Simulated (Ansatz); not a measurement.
TiAl3 (I4/mmm): Drude plasma energy along x against volume

The cell of TiAl3 (I4/mmm) is scaled evenly and the response computed anew at each volume, on one mesh. The atoms keep their fractional positions. x, y and z are the Cartesian axes of the input cell.

It takes space group I4/mmm (No. 139, tetragonal). Conventional cell: a = 3.822 Å, b = 3.822 Å, c = 8.561 Å, α = 90.00°, β = 90.00°, γ = 90.00°. Ti on site a has 12 Al at 2.70 to 2.87 Å as nearest neighbours. Al on site d has 8 Al at 2.70 to 2.87 Å and 4 Ti at 2.87 Å as nearest neighbours. Al on site b is surrounded by 4 Ti at 2.70 Å and 8 Al at 2.87 Å.

Method: Ansatz 0.2.0, PBE, independent particles, k-mesh 16×16×16 with interpolation inside its cells, Gaussian parameter 0.1 eV.

Launch of the response step: `ansatz run input.yaml --threads 4 --pin off --max-ram 8192MiB --backend cpu --events-out ev --progress --plain --runs-dir out`. The series took 11.8 min in all, on 4 threads of Intel(R) Xeon(R) Processor @ 2.50GHz (Skylake/Cascade Lake), with other jobs on the host.

```
V/V₀  V (Å³, primitive cell)  Drude plasma energy along x (eV)
0.94                   58.79                            4.4671
0.96                   60.04                                 ?
0.98                   61.29                            4.3794
1.00                   62.54                            4.3352
1.02                   63.79                            4.2915
1.04                   65.04                            4.2482
1.06                   66.29                            4.2054
```

For small changes the quantity should be close to linear in ln V.

Working, on the rows shown:

| x = ln(V/V₀) | y = Drude plasma energy along x |
| --- | --- |
| -0.0618754 | 4.4671 |
| -0.0202027 | 4.3794 |
| 0 | 4.3352 |
| 0.0198026 | 4.2915 |
| 0.0392207 | 4.2482 |
| 0.0582689 | 4.2054 |

Means: x̄ = 0.005869, ȳ = 4.3211. Σ(x − x̄)(y − ȳ) = -0.0204, Σ(x − x̄)² = 0.009356. Slope = -0.0204 / 0.009356 = -2.18; intercept = ȳ − slope · x̄ = 4.3339. The line misses the rows shown by at most 0.0017 eV.

Q: Fill in the last column of the withheld row.

A: At x = -0.040822 the line gives y = 4.4229 eV. The run gave 4.4229 eV, so the interpolation holds to the digits printed.

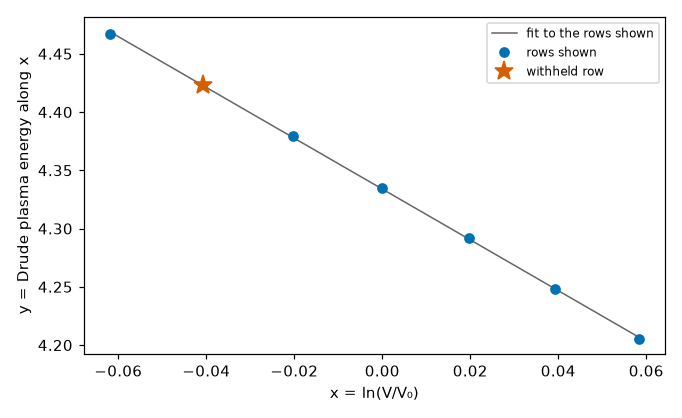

Between the rows on either side of x = 0 the slope is (4.2915 − 4.3794) / (0.019803 − (-0.020203)) = -2.197. So d ln ωp/d ln V = -0.51; free electrons would give −0.50. The values come from a sum over the points of one k-mesh and carry its error, which is largest for Fermi-surface quantities.

[Logs are printed without paths, hosts, clocks, repeated set-up lines and the standing remarks that a program may print on its own settings, such as how far it seeks lower states.]
